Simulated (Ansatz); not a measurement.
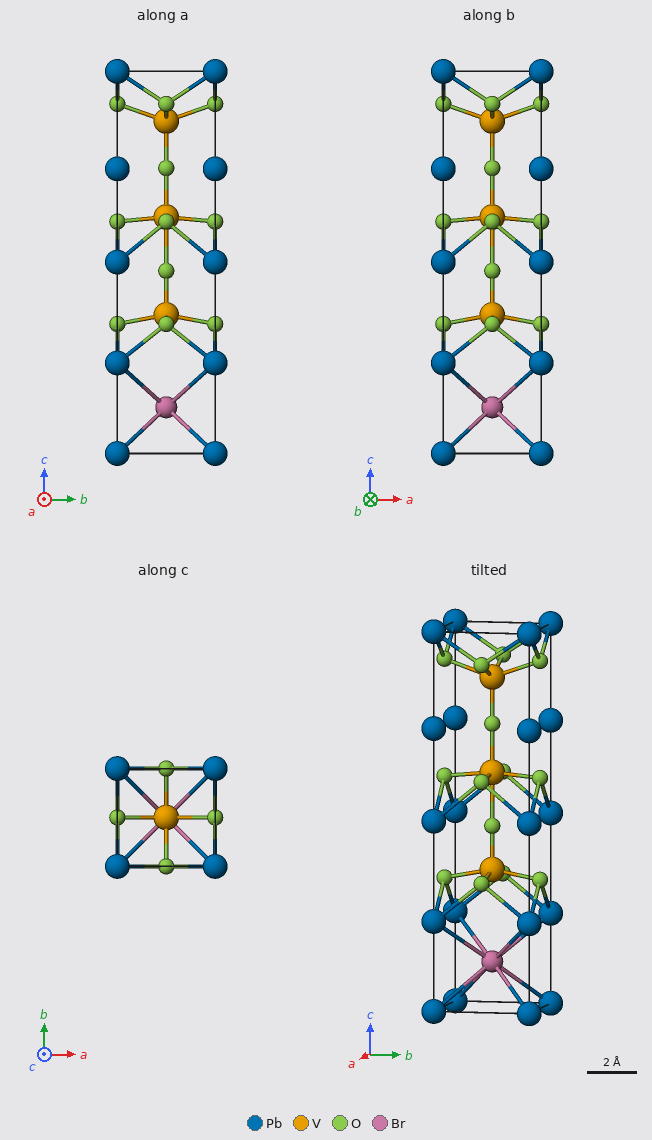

Structure drawing (ball-and-stick), viewed along the a axis, along the b axis, along the c axis and slightly off an axis. The conventional unit cell is outlined; an atom on or near a face, edge or corner is repeated at each equivalent position.

Lattice parameters: a = 4.019 Å, b = 4.019 Å, c = 15.695 Å, α = 90.00°, β = 90.00°, γ = 90.00°.

### Convert the drawing into a table of Wyckoff sites, with free fractional coordinates to two decimals.

Space group P4mm (No. 99).
```
atom  site     x     y     z
  Pb    1a  0.00  0.00  0.00
  Pb    1a  0.00  0.00  0.24
  Pb    1a  0.00  0.00  0.50
  Pb    1a  0.00  0.00  0.75
   V    1b  0.50  0.50  0.36
   V    1b  0.50  0.50  0.62
   V    1b  0.50  0.50  0.87
   O    2c  0.50  0.00  0.34
   O    1b  0.50  0.50  0.48
   O    2c  0.50  0.00  0.61
   O    1b  0.50  0.50  0.75
   O    2c  0.50  0.00  0.92
  Br    1b  0.50  0.50  0.12
```

This is a generated cell, made by putting these elements into a known structure type (the compound may or may not exist in this form), not relaxed. It went into a calculation with Ansatz.

At this level of theory the cell isn't at rest (stretched, at -10 GPa and forces up to 1.4 eV/Å), so its distances can differ from those at equilibrium, the more so the softer the solid.
